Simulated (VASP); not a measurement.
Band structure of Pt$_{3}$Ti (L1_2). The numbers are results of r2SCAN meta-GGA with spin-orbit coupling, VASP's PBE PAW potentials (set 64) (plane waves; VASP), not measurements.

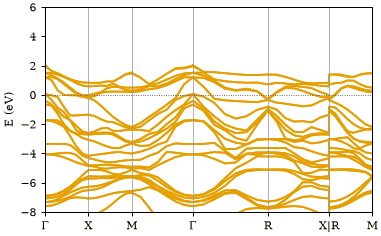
Figure. Bands along high-symmetry lines, zero at the valence-band maximum or, without a gap, the Fermi level

Task: Read the plot: is there a gap, and where are the band edges?

Result: It has no gap at this level: it comes out as a metal or semimetal.

The compound is Pt3Ti in the L1_2 structure. It was relaxed first.
